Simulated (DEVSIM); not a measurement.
Structure: Mo/SiON/p-Ge capacitor, at 300 K.

```csv
layer (left to right),material,thickness (nm),Na (cm⁻³)
1,SiON,2.60,-
2,Ge,570,1.1e18
```

Metal gate on the left, work function 4.6 eV. Fixed charge at the semiconductor interface 6.4e10 cm⁻² (in units of +e); no interface traps.

Constants are typed, rounded textbook-type inputs, not results; the design itself was drawn at random and stands for no fabricated device. Values at 300 K.

| parameter | SiON | Ge |
|---|---|---|
| gap (eV) | 7 | 0.664 |
| affinity (eV) | 1.4 | 4 |
| permittivity | 5.5 | 16 |
| Nc (cm⁻³) | - | 1.04e19 |
| Nv (cm⁻³) | - | 6e18 |

DEVSIM, 1D Poisson equation in equilibrium, Boltzmann statistics, complete ionisation; no quantum confinement or tunnelling. Metal contacts follow the ideal Schottky-Mott rule: no Fermi-level pinning, no interface dipoles.

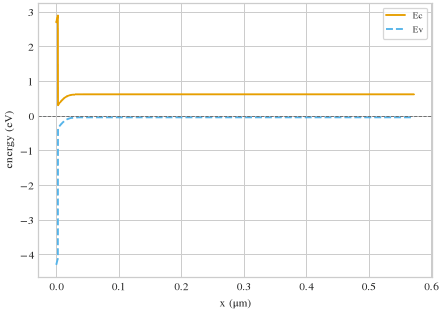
Fig. 1. Band edges at 0.5 V on the gate

Energies count from the Fermi level of the right contact; mesh points crowd at the junctions.

| x (μm) | Ec (eV) | Ev (eV) | n (cm⁻³) | p (cm⁻³) | field (V/cm) |
|---|---|---|---|---|---|
| 0.000 | 2.700 | -4.300 | < 1e2 | < 1e2 | 770000 |
| 0.0006946 | 2.753 | -4.247 | < 1e2 | < 1e2 | 770000 |
| 0.001387 | 2.806 | -4.194 | < 1e2 | < 1e2 | 770000 |
| 0.002104 | 2.861 | -4.139 | < 1e2 | < 1e2 | 770000 |
| 0.003068 | 0.312 | -0.352 | 6.0e13 | 7.3e12 | 270000 |
| 0.004334 | 0.344 | -0.320 | 1.7e13 | 2.6e13 | 250000 |
| 0.006581 | 0.397 | -0.267 | 2.2e12 | 2.0e14 | 220000 |
| 0.01262 | 0.508 | -0.156 | 3.0e10 | 1.5e16 | 150000 |
| 0.02129 | 0.592 | -0.072 | 1.2e9 | 3.7e17 | 52000 |
| 0.03669 | 0.619 | -0.045 | 4.2e8 | 1.1e18 | 2500 |
| 0.06402 | 0.620 | -0.044 | 4.0e8 | 1.1e18 | ≈ 0 |
| 0.1375 | 0.620 | -0.044 | 4.0e8 | 1.1e18 | ≈ 0 |
| 0.2429 | 0.620 | -0.044 | 4.0e8 | 1.1e18 | ≈ 0 |
| 0.3764 | 0.620 | -0.044 | 4.0e8 | 1.1e18 | ≈ 0 |
| 0.4798 | 0.620 | -0.044 | 4.0e8 | 1.1e18 | ≈ 0 |
| 0.5209 | 0.620 | -0.044 | 4.0e8 | 1.1e18 | ≈ 0 |
| 0.5440 | 0.620 | -0.044 | 4.0e8 | 1.1e18 | ≈ 0 |
| 0.5570 | 0.620 | -0.044 | 4.0e8 | 1.1e18 | ≈ 0 |
| 0.5660 | 0.620 | -0.044 | 4.0e8 | 1.1e18 | ≈ 0 |
| 0.5694 | 0.620 | -0.044 | 4.0e8 | 1.1e18 | ≈ 0 |
| 0.5713 | 0.620 | -0.044 | 4.0e8 | 1.1e18 | ≈ 0 |
| 0.5726 | 0.620 | -0.044 | 4.0e8 | 1.1e18 | ≈ 0 |
